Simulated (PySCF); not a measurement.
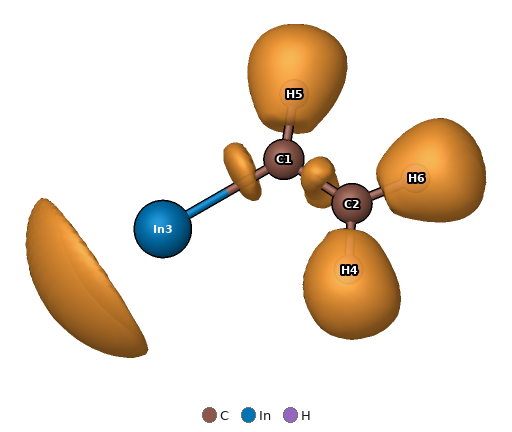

Figure 1: C2H3In (SMILES C=[CH][In]). Isosurface of the electron localisation function at 0.85 (orange), seen at a tilt. Core shells and regions of very low density are left out.

Geometry: PBE0-D3(BJ)/def2-SVP; core potentials replace the inner electrons of In.

Computed with PySCF 2.14.0, Gaussian-basis quantum chemistry of an isolated molecule with PySCF, energy and nuclear gradient, functional PBE0.

```xyz
6

C     0.8211    0.1497   -0.0637
C     0.0471   -0.9365    0.0922
In    1.0131    1.4665    1.7492
H    -0.4594   -1.1656    1.0442
H     1.2812    0.2864   -1.0546
H    -0.1425   -1.6741   -0.7020
```

### Describe the localisation domains.

The surface consists of one region between bonded C–C atoms (shared pairs), three regions around hydrogen nuclei, one lobe of the valence shell of C pointing towards In (polar bonds) and one lobe on In, pointing away from the bonds (lone pairs). Along the contacts the grid gives the following. C–C (1.34 Å): the ELF peaks at about 0.95 between the atoms: a short, multiple covalent bond. C–In (2.25 Å): the ELF peaks at about 0.95 in the valence shell of C, 0.7 Å from its nucleus, and drops to about 0.20 between the two atoms.
